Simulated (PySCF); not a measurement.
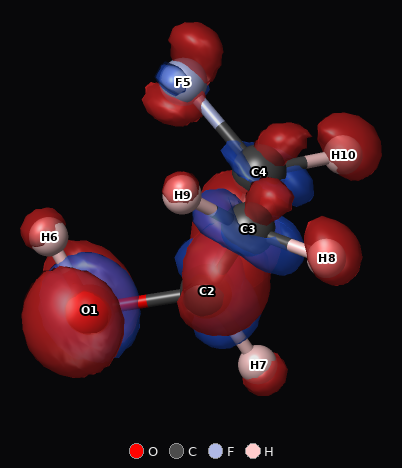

*C₃H₅FO, SMILES `O[CH]1C[CH]1F`. Fukui function f⁻ = ρ(N) − ρ(N−1) at fixed geometry, surfaces at ±0.05 e/Å³ (red positive, blue negative).*

Level of theory: TPSS/def2-SVPD (PySCF), at a geometry from GFN2-xTB. No frequency check shows the geometry to be a minimum.

On which atoms does the density change most on removal of an electron?

f⁻ (Hirshfeld-condensed) is largest on O1 (0.25); the vertical ionisation energy is 9.49 eV (the stability of the cation's solution wasn't checked). Condensed values hint at sites of electrophilic attack but needn't mark the atom that reacts. Orbital relaxation makes it negative in places (0.20 e in all).

```json
{"atom": "O1", "f⁻": "+0.25", "charge": "−0.21"}
{"atom": "C2", "f⁻": "+0.11", "charge": "+0.03"}
{"atom": "C3", "f⁻": "+0.10", "charge": "−0.09"}
{"atom": "C4", "f⁻": "+0.09", "charge": "+0.05"}
{"atom": "F5", "f⁻": "+0.10", "charge": "−0.12"}
{"atom": "H6", "f⁻": "+0.08", "charge": "+0.14"}
{"atom": "H7", "f⁻": "+0.06", "charge": "+0.05"}
{"atom": "H8", "f⁻": "+0.07", "charge": "+0.04"}
{"atom": "H9", "f⁻": "+0.06", "charge": "+0.05"}
{"atom": "H10", "f⁻": "+0.08", "charge": "+0.05"}
```

The PySCF run took 2.5 min on 1 thread of Intel(R) Xeon(R) Platinum 8259CL CPU @ 2.50GHz (Skylake/Cascade Lake), with other jobs on the host, peak memory 0.69 GiB.
